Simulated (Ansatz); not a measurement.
**CH7NSSi: nudged elastic band**

System: CH7NSSi.
Method: RKS B3LYP-D4/def2-SVP (Ansatz 0.2.0).

One setting was made poor on purpose. It belongs to a series of runs on one base structure; here: band between the two ends.

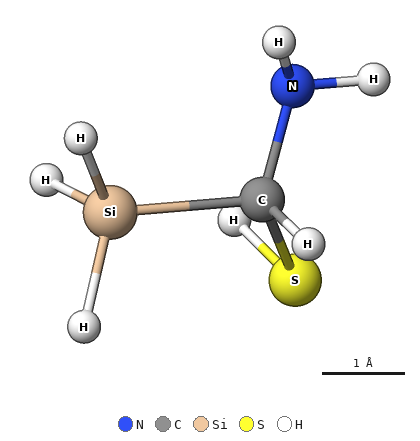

Figure 1. The starting structure (ball-and-stick view, seen at an oblique angle). Bond lengths as drawn: C–H 1.11 Å, C–N 1.45 Å, C–S 1.84 Å, C–Si 1.91 Å, H–N 1.02 Å, H–S 1.35 Å and H–Si 1.49 to 1.50 Å.

Key numbers:

| quantity | value |
| --- | --- |
| outcome | converged |
| barrier, forward | 2.966 eV |
| barrier, backward | 1.054 eV |
| hardware | 2 threads of Arm Neoverse V1, 24 GiB of memory available, shared host |
| wall time | 12 min (CPU time 24 min) |
| peak memory | 0.23 GiB |

A deliberately poor setting: straight start. The order of the saddle point was not checked.

Input file:
```yaml
crystal:
  periodic: [false, false, false]
  atoms:
    - { symbol: "N", position_ang: [-0.787137, 1.142749, 0.605448] }
    - { symbol: C, position_ang: [-0.20576, 0.348572, -0.464298] }
    - { symbol: Si, position_ang: [1.190319, -0.766036, 0.204103] }
    - { symbol: S, position_ang: [-1.48966, -0.699933, -1.270919] }
    - { symbol: H, position_ang: [-0.08992, 1.769289, 1.011186] }
    - { symbol: H, position_ang: [-1.552298, 1.719929, 0.252002] }
    - { symbol: H, position_ang: [0.183476, 0.927002, -1.330304] }
    - { symbol: H, position_ang: [1.904196, -1.414137, -0.931077] }
    - { symbol: H, position_ang: [0.610573, -1.798041, 1.107704] }
    - { symbol: H, position_ang: [2.165732, 0.063988, 0.979594] }
    - { symbol: H, position_ang: [-1.864123, -1.350381, -0.142938] }
basis:
  gaussian: { orbitals: def2-SVP }
hamiltonian:
  xc: b3lyp
  dispersion: d4
neb:
  order_check: false
  images: 9
  f_tol: 0.03
  max_iterations: 57
  initial_path: linear
  final_atoms:
    - { symbol: "N", position_ang: [-0.59841136, 1.27681487, 0.20569116] }
    - { symbol: C, position_ang: [-0.1431458, 0.04728233, -0.52557] }
    - { symbol: Si, position_ang: [1.28428419, -0.85678559, 0.15234268] }
    - { symbol: S, position_ang: [-1.40783291, -0.65597172, -1.47668463] }
    - { symbol: H, position_ang: [0.20792726, 1.84024244, 0.50759151] }
    - { symbol: H, position_ang: [-1.16577445, 1.855267, -0.43119047] }
    - { symbol: H, position_ang: [-1.1926875, 1.13081005, 1.04966805] }
    - { symbol: H, position_ang: [2.0305436, -1.58807181, -0.91366338] }
    - { symbol: H, position_ang: [1.02902164, -1.87309145, 1.2440792] }
    - { symbol: H, position_ang: [2.19821837, 0.1605749, 0.79336776] }
    - { symbol: H, position_ang: [-2.17674503, -1.39407002, -0.58513089] }
```

Launch command:
```bash
ansatz run input.yaml --threads 2 --pin off --max-ram 3072MiB --backend cpu --events-out ev --progress --plain --runs-dir out
```

What the program printed:
```
Engine: ansatz 0.2.0, aarch64-unknown-linux-gnu
Functional definition: B3LYP
  parameter a0 = 0.2
  parameter ax = 0.72
  parameter ac = 0.81
  exchange = (1 - a0 - ax)*slater_x + ax*b88_x + a0*exact_x
  correlation = (1 - ac)*vwn_rpa_c + ac*lyp_c
1060 factors; integrals over basis functions are off by at most 3.0e-4 eV
mean field evaluation 1: about -21341.4935 eV, gradient 5.0e1 eV
mean field evaluation 2: about -21334.3611 eV, gradient 7.3e1 eV
mean field evaluation 4: about -21346.8781 eV, gradient 2.2e0 eV
mean field evaluation 8: about -21346.9067 eV, gradient 4.2e-2 eV
mean field -21346.90666409 eV, -784.4843504524 hartree, gradient 1.6e-5 eV, S^2 0.000000; 0 other end points of the search recorded, 0 dependent functions left out
the calculation of the forces begins
reference -21346.90692072 eV, -784.4843598833 hartree; 25, 25 occupied and 74, 74 virtual orbitals, 1060 factors
1060 factors; integrals over basis functions are off by at most 1.1e-3 eV
mean field evaluation 16: about -21339.4663 eV, gradient 4.8e1 eV
mean field -21344.99657157 eV, -784.4141558467 hartree, gradient 4.1e-5 eV, S^2 0.000000; 0 other end points of the search recorded, 0 dependent functions left out
[... from here on the field's lines of each further geometry are left out, up to the last ...]
NEB iter   1: max|band force component| = 5.697e0 eV/Å  barrier→ = 6.9662 eV  barrier← = 5.0532 eV  Δτ_max = 0.2000 Å  (300 SCF iters)
NEB iter   2: max|band force component| = 3.229e0 eV/Å  barrier→ = 5.7131 eV  barrier← = 3.8001 eV  Δτ_max = 0.2000 Å  (290 SCF iters)
NEB iter   3: max|band force component| = 8.732e0 eV/Å  barrier→ = 4.7304 eV  barrier← = 2.8175 eV  Δτ_max = 0.1010 Å  (275 SCF iters)
NEB iter   4: max|band force component| = 2.274e0 eV/Å  barrier→ = 4.4453 eV  barrier← = 2.5324 eV  Δτ_max = 0.2000 Å  (258 SCF iters)
NEB iter   5: max|band force component| = 1.313e0 eV/Å  barrier→ = 3.9452 eV  barrier← = 2.0322 eV  Δτ_max = 0.2000 Å  (248 SCF iters)
NEB iter   6: max|band force component| = 1.245e0 eV/Å  barrier→ = 3.4750 eV  barrier← = 1.5620 eV  Δτ_max = 0.2000 Å  (252 SCF iters)
NEB iter   7: max|band force component| = 1.571e0 eV/Å  barrier→ = 2.9665 eV  barrier← = 1.0535 eV  Δτ_max = 0.1004 Å  (250 SCF iters)
NEB iter   8: max|band force component| = 1.084e0 eV/Å  barrier→ = 3.0350 eV  barrier← = 1.1220 eV  Δτ_max = 0.2000 Å  (252 SCF iters)
NEB iter   9: max|band force component| = 1.419e0 eV/Å  barrier→ = 3.6347 eV  barrier← = 1.7217 eV  Δτ_max = 0.0998 Å  (255 SCF iters)
NEB iter  10: max|band force component| = 1.210e0 eV/Å  barrier→ = 3.5961 eV  barrier← = 1.6831 eV  Δτ_max = 0.1000 Å  (253 SCF iters)
NEB iter  11: max|band force component| = 6.669e-1 eV/Å  barrier→ = 3.4019 eV  barrier← = 1.4890 eV  Δτ_max = 0.2000 Å  (247 SCF iters)
NEB iter  12: max|band force component| = 6.443e0 eV/Å  barrier→ = 3.5508 eV  barrier← = 1.6379 eV  Δτ_max = 0.1004 Å  (249 SCF iters)
NEB iter  13: max|band force component| = 8.855e-1 eV/Å  barrier→ = 3.0395 eV  barrier← = 1.1265 eV  Δτ_max = 0.1999 Å  (237 SCF iters)
NEB iter  14: max|band force component| = 7.112e-1 eV/Å  barrier→ = 2.9486 eV  barrier← = 1.0356 eV  Δτ_max = 0.2000 Å  (250 SCF iters)
NEB iter  15: max|band force component| = 9.725e-1 eV/Å  barrier→ = 2.6032 eV  barrier← = 0.6902 eV  Δτ_max = 0.0999 Å  (244 SCF iters)
NEB iter  16: max|band force component| = 1.097e0 eV/Å  barrier→ = 2.4338 eV  barrier← = 0.5208 eV  Δτ_max = 0.0500 Å  (246 SCF iters)
NEB iter  17: max|band force component| = 5.485e-1 eV/Å  barrier→ = 2.3347 eV  barrier← = 0.4217 eV  Δτ_max = 0.1000 Å  (234 SCF iters)
NEB iter  18: max|band force component| = 5.300e-1 eV/Å  barrier→ = 2.2839 eV  barrier← = 0.3709 eV  CI = image 5  Δτ_max = 0.2000 Å  (241 SCF iters)
NEB iter  19: max|band force component| = 1.590e0 eV/Å  barrier→ = 2.6345 eV  barrier← = 0.7215 eV  CI = image 5  Δτ_max = 0.1007 Å  (247 SCF iters)
NEB iter  20: max|band force component| = 1.337e0 eV/Å  barrier→ = 2.7979 eV  barrier← = 0.8849 eV  CI = image 5  Δτ_max = 0.2000 Å  (240 SCF iters)
NEB iter  21: max|band force component| = 8.187e-1 eV/Å  barrier→ = 3.0517 eV  barrier← = 1.1387 eV  CI = image 5  Δτ_max = 0.2000 Å  (242 SCF iters)
NEB iter  22: max|band force component| = 9.337e-1 eV/Å  barrier→ = 3.1216 eV  barrier← = 1.2086 eV  CI = image 5  Δτ_max = 0.1134 Å  (244 SCF iters)
NEB iter  23: max|band force component| = 5.428e-1 eV/Å  barrier→ = 3.0808 eV  barrier← = 1.1678 eV  CI = image 5  Δτ_max = 0.1992 Å  (243 SCF iters)
NEB iter  24: max|band force component| = 7.392e-1 eV/Å  barrier→ = 3.0440 eV  barrier← = 1.1310 eV  CI = image 5  Δτ_max = 0.0999 Å  (237 SCF iters)
NEB iter  25: max|band force component| = 2.548e-1 eV/Å  barrier→ = 3.0248 eV  barrier← = 1.1119 eV  CI = image 5  Δτ_max = 0.1990 Å  (236 SCF iters)
NEB iter  26: max|band force component| = 3.774e-1 eV/Å  barrier→ = 2.9983 eV  barrier← = 1.0853 eV  CI = image 5  Δτ_max = 0.0998 Å  (227 SCF iters)
NEB iter  27: max|band force component| = 2.512e-1 eV/Å  barrier→ = 2.9871 eV  barrier← = 1.0741 eV  CI = image 5  Δτ_max = 0.0998 Å  (207 SCF iters)
NEB iter  28: max|band force component| = 9.775e-2 eV/Å  barrier→ = 2.9775 eV  barrier← = 1.0645 eV  CI = image 5  Δτ_max = 0.1349 Å  (230 SCF iters)
NEB iter  29: max|band force component| = 8.086e-2 eV/Å  barrier→ = 2.9699 eV  barrier← = 1.0569 eV  CI = image 5  Δτ_max = 0.0424 Å  (234 SCF iters)
NEB iter  30: max|band force component| = 7.221e-2 eV/Å  barrier→ = 2.9685 eV  barrier← = 1.0555 eV  CI = image 5  Δτ_max = 0.0280 Å  (229 SCF iters)
NEB iter  31: max|band force component| = 5.404e-2 eV/Å  barrier→ = 2.9678 eV  barrier← = 1.0548 eV  CI = image 5  Δτ_max = 0.0303 Å  (218 SCF iters)
NEB iter  32: max|band force component| = 4.415e-2 eV/Å  barrier→ = 2.9673 eV  barrier← = 1.0543 eV  CI = image 5  Δτ_max = 0.0226 Å  (218 SCF iters)
NEB iter  33: max|band force component| = 4.742e-2 eV/Å  barrier→ = 2.9670 eV  barrier← = 1.0540 eV  CI = image 5  Δτ_max = 0.0113 Å  (208 SCF iters)
NEB iter  34: max|band force component| = 4.081e-2 eV/Å  barrier→ = 2.9667 eV  barrier← = 1.0537 eV  CI = image 5  Δτ_max = 0.0113 Å  (197 SCF iters)
the calculation of the forces begins
reference -21344.95809156 eV, -784.4127417326 hartree; 25, 25 occupied and 74, 74 virtual orbitals, 1060 factors
1060 factors; integrals over basis functions are off by at most 1.0e-3 eV
mean field evaluation 2208: about -21343.9430 eV, gradient 1.7e-4 eV
mean field -21343.94302137 eV, -784.3754385912 hartree, gradient 2.2e-5 eV, S^2 0.000000; 1 other end points of the search recorded, 0 dependent functions left out
the calculation of the forces begins
reference -21343.94328330 eV, -784.3754482167 hartree; 25, 25 occupied and 74, 74 virtual orbitals, 1060 factors
NEB iter  35: max|band force component| = 2.710e-2 eV/Å  barrier→ = 2.9665 eV  barrier← = 1.0535 eV  CI = image 5  Δτ_max = 0.0000 Å  (441 SCF iters)
```

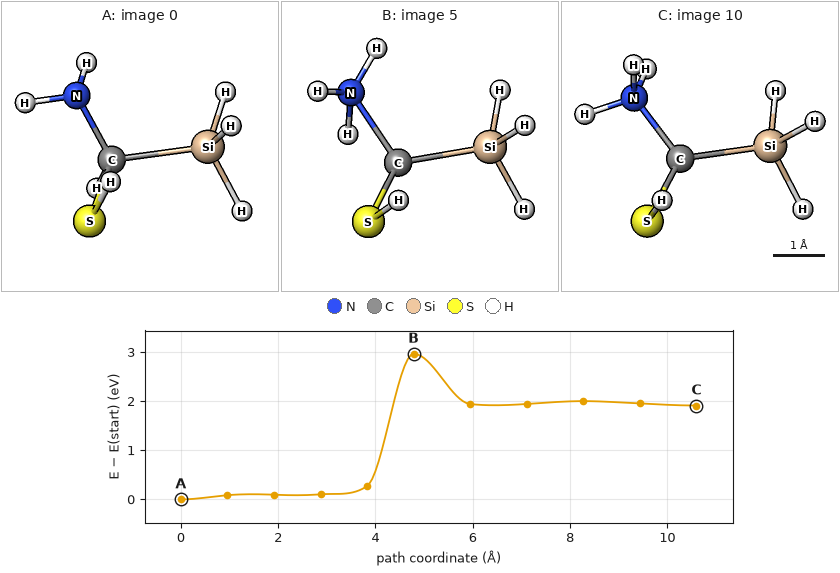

Figure 2. Images of the last band (counted from 0; ball-and-stick, seen at a tilt) above the energy along the path; the line is a cubic interpolation that uses the forces. The highest image is number 5, 2.966 eV above the start and 1.054 eV above the end (the climbing image); the end lies 1.913 eV above the start. The path is 10.60 Å long. The band converged in 35 iterations.

```
Total energy: -21344.34664754 eV, -784.3902715792 hartree
Atom 0 at    -0.596338     1.478700     0.164684 Å, force     0.022999    -0.001874    -0.007905 eV/Å
Atom 1 at    -0.180368     0.074333    -0.614302 Å, force    -0.012017    -0.015968     0.009553 eV/Å
Atom 2 at     1.233466    -0.824719     0.161522 Å, force    -0.006414     0.008219    -0.008453 eV/Å
Atom 3 at    -1.587505    -0.783903    -1.180263 Å, force     0.009175     0.006100     0.000796 eV/Å
Atom 4 at    -1.598893     1.542011     0.337501 Å, force     0.000464    -0.000543    -0.006113 eV/Å
Atom 5 at    -0.006029     1.734093     0.955533 Å, force    -0.007868     0.000888     0.007261 eV/Å
Atom 6 at    -0.172513     1.434723    -0.909437 Å, force    -0.005826     0.003829     0.002033 eV/Å
Atom 7 at     1.871388    -1.734084    -0.830030 Å, force     0.000159    -0.000058    -0.001034 eV/Å
Atom 8 at     0.835950    -1.648486     1.357912 Å, force     0.001877    -0.000965     0.000102 eV/Å
Atom 9 at     2.245142     0.170333     0.647342 Å, force    -0.000329     0.001615     0.001945 eV/Å
Atom 10 at    -1.978902    -1.500002    -0.069962 Å, force    -0.002218    -0.001244     0.001816 eV/Å
Dipole moment:    -0.184880     0.506235     0.474333 e Å
this run last wrote the band of iteration 35 to [file]
```

The last band as extended XYZ (Å, eV, eV/Å):
```
11
Properties=species:S:1:pos:R:3:forces:R:3 image=0 energy=-21347.31288
N    -0.7871    1.1427    0.6054    0.0073  -0.0059  -0.0115
C    -0.2058    0.3486   -0.4643    0.0040  -0.0015   0.0161
Si    1.1903   -0.7660    0.2041   -0.0046   0.0110  -0.0009
S    -1.4897   -0.6999   -1.2709   -0.0065  -0.0019  -0.0006
H    -0.0899    1.7693    1.0112   -0.0003  -0.0015   0.0007
H    -1.5523    1.7199    0.2520   -0.0044   0.0005   0.0026
H     0.1835    0.9270   -1.3303    0.0044   0.0036  -0.0072
H     1.9042   -1.4141   -0.9311    0.0006  -0.0006   0.0012
H     0.6106   -1.7980    1.1077   -0.0003  -0.0014  -0.0011
H     2.1657    0.0640    0.9796    0.0032  -0.0012   0.0011
H    -1.8641   -1.3504   -0.1429   -0.0034  -0.0011  -0.0005
11
Properties=species:S:1:pos:R:3:forces:R:3 image=1 energy=-21347.22666
N    -0.8680    1.1934    0.4983    0.0011  -0.0110   0.0094
C    -0.2510    0.3440   -0.4846    0.0050  -0.0008   0.0037
Si    1.1757   -0.7171    0.1957    0.0007  -0.0058   0.0036
S    -1.4690   -0.8045   -1.3302    0.0061   0.0026  -0.0043
H    -0.3426    1.2905    1.3624    0.0509   0.0313   0.0000
H    -1.1152    2.1150    0.1487   -0.0635  -0.0093  -0.0168
H     0.1535    0.8979   -1.3536    0.0096   0.0002   0.0066
H     1.8172   -1.4946   -0.8965    0.0002   0.0028  -0.0037
H     0.6401   -1.6341    1.2433    0.0003  -0.0130  -0.0036
H     2.1959    0.1769    0.8334    0.0005  -0.0093   0.0090
H    -1.8712   -1.4244   -0.1964   -0.0109   0.0123  -0.0041
11
Properties=species:S:1:pos:R:3:forces:R:3 image=2 energy=-21347.21741
N    -0.8802    1.2989    0.3953    0.0051   0.0031  -0.0076
C    -0.2907    0.3521   -0.5292    0.0001   0.0018  -0.0003
Si    1.1605   -0.6725    0.1689    0.0009   0.0015  -0.0007
S    -1.5312   -0.8074   -1.2970   -0.0036   0.0013   0.0052
H    -0.8455    0.9870    1.3647   -0.0281   0.0008  -0.0158
H    -0.4528    2.2203    0.3328    0.0172  -0.0137   0.0225
H     0.0739    0.9019   -1.4123   -0.0003  -0.0026  -0.0051
H     1.8040   -1.5392   -0.8572    0.0002   0.0002  -0.0006
H     0.6136   -1.5157    1.2750    0.0030   0.0032   0.0011
H     2.1901    0.2427    0.7551    0.0016   0.0032  -0.0049
H    -1.7763   -1.5252   -0.1755    0.0039   0.0012   0.0061
11
Properties=species:S:1:pos:R:3:forces:R:3 image=4 energy=-21347.04060
N    -0.6303    1.4511    0.3536   -0.0624  -0.0093   0.2098
C    -0.2367    0.3638   -0.5239   -0.0562   0.3606   0.0938
Si    1.2148   -0.7306    0.1065   -0.0285   0.1279  -0.0129
S    -1.6299   -0.7126   -1.1105    0.0129   0.1017   0.0198
H    -1.6236    1.5118    0.5365   -0.0519  -0.0385   0.1734
H    -0.0500    1.6129    1.1656   -0.1110  -0.1717   0.2911
H     0.0384    0.8998   -1.4412    0.3295  -0.7251  -0.7178
H     1.7658   -1.6381   -0.9422   -0.0981   0.1264  -0.0504
H     0.7875   -1.5737    1.2676   -0.1272   0.1092  -0.0690
H     2.3004    0.1776    0.5842    0.0447   0.0138   0.0251
H    -1.8710   -1.4191    0.0244    0.1483   0.1050   0.0371
11
Properties=species:S:1:pos:R:3:forces:R:3 image=5 energy=-21344.34639
N    -0.5963    1.4787    0.1647    0.0230  -0.0019  -0.0079
C    -0.1804    0.0743   -0.6143   -0.0120  -0.0160   0.0096
Si    1.2335   -0.8247    0.1615   -0.0064   0.0082  -0.0085
S    -1.5875   -0.7839   -1.1803    0.0092   0.0061   0.0008
H    -1.5989    1.5420    0.3375    0.0005  -0.0005  -0.0061
H    -0.0060    1.7341    0.9555   -0.0079   0.0009   0.0073
H    -0.1725    1.4347   -0.9094   -0.0058   0.0038   0.0020
H     1.8714   -1.7341   -0.8300    0.0002  -0.0001  -0.0010
H     0.8359   -1.6485    1.3579    0.0019  -0.0010   0.0001
H     2.2451    0.1703    0.6473   -0.0003   0.0016   0.0019
H    -1.9789   -1.5000   -0.0700   -0.0022  -0.0012   0.0018
11
Properties=species:S:1:pos:R:3:forces:R:3 image=6 energy=-21345.36989
N    -0.5754    1.3165   -0.0409    0.0090  -0.0031  -0.0254
C    -0.1495   -0.0464   -0.5031    0.0021  -0.0176   0.0163
Si    1.2509   -0.8484    0.3265   -0.0001  -0.0118   0.0088
S    -1.3949   -0.8788   -1.3704    0.0085  -0.0067  -0.0112
H    -1.4424    1.3420    0.5311    0.0240  -0.0187   0.0351
H     0.1676    1.7515    0.5222    0.0350  -0.0004  -0.0517
H    -0.7539    1.9402   -0.8415   -0.0702   0.0553   0.0093
H     2.0645   -1.6785   -0.6124    0.0134   0.0003   0.0121
H     0.9552   -1.7501    1.5028    0.0184  -0.0120   0.0150
H     2.1213    0.2532    0.8874   -0.0105   0.0015   0.0159
H    -2.1780   -1.4582   -0.3813   -0.0295   0.0133  -0.0242
11
Properties=species:S:1:pos:R:3:forces:R:3 image=8 energy=-21345.31027
N    -0.4602    1.3523   -0.1000   -0.0017   0.0079   0.0023
C    -0.2044   -0.1059   -0.3599    0.0001  -0.0056  -0.0027
Si    1.1716   -0.9272    0.4866    0.0009   0.0013  -0.0008
S    -1.2875   -0.8025   -1.5137    0.0021   0.0015   0.0004
H    -0.4543    1.6032    0.9012    0.0008  -0.0019  -0.0008
H     0.1906    2.0102   -0.5645   -0.0001  -0.0013   0.0000
H    -1.3967    1.5697   -0.4696    0.0004  -0.0011  -0.0004
H     2.4184   -1.2164   -0.3074   -0.0002  -0.0005   0.0000
H     0.7995   -2.2383    1.1130   -0.0002   0.0001   0.0004
H     1.6201    0.0058    1.5894   -0.0006   0.0001   0.0005
H    -2.3317   -1.3078   -0.7546   -0.0014  -0.0006   0.0010
11
Properties=species:S:1:pos:R:3:forces:R:3 image=9 energy=-21345.35852
N    -0.4677    1.3360   -0.0506   -0.0014  -0.0013   0.0016
C    -0.1554   -0.0807   -0.4105    0.0023   0.0003  -0.0035
Si    1.1042   -0.9686    0.5386   -0.0008   0.0004   0.0016
S    -1.0955   -0.6847   -1.7302    0.0083   0.0030  -0.0078
H     0.0876    1.6136    0.7699    0.0251   0.0012  -0.0076
H    -0.2593    2.0174   -0.8017   -0.0232  -0.0003  -0.0132
H    -1.4622    1.4926    0.1904   -0.0055  -0.0048   0.0304
H     2.3329   -1.4037   -0.2097   -0.0040  -0.0074   0.0037
H     0.6454   -2.2051    1.2611   -0.0042   0.0031   0.0091
H     1.5751    0.0109    1.5937   -0.0006   0.0033  -0.0011
H    -2.2397   -1.1847   -1.1305    0.0040   0.0027  -0.0133
11
Properties=species:S:1:pos:R:3:forces:R:3 image=10 energy=-21345.39991
N    -0.5638    1.2858    0.2451   -0.0076   0.0038  -0.0034
C    -0.1401    0.0681   -0.5239    0.0120  -0.0042   0.0054
Si    1.2601   -0.8958    0.1278   -0.0102  -0.0090  -0.0065
S    -1.4207   -0.5697   -1.4996    0.0047   0.0076   0.0011
H     0.2568    1.8170    0.5665   -0.0029  -0.0018  -0.0023
H    -1.1132    1.8995   -0.3742    0.0040  -0.0012   0.0022
H    -1.1643    1.1294    1.0828   -0.0005   0.0010   0.0011
H     1.9893   -1.6131   -0.9593   -0.0005   0.0011   0.0050
H     0.9739   -1.9389    1.1861    0.0034   0.0018  -0.0032
H     2.1996    0.0752    0.8028   -0.0013   0.0038  -0.0020
H    -2.2121   -1.3144   -0.6336   -0.0012  -0.0030   0.0025
```
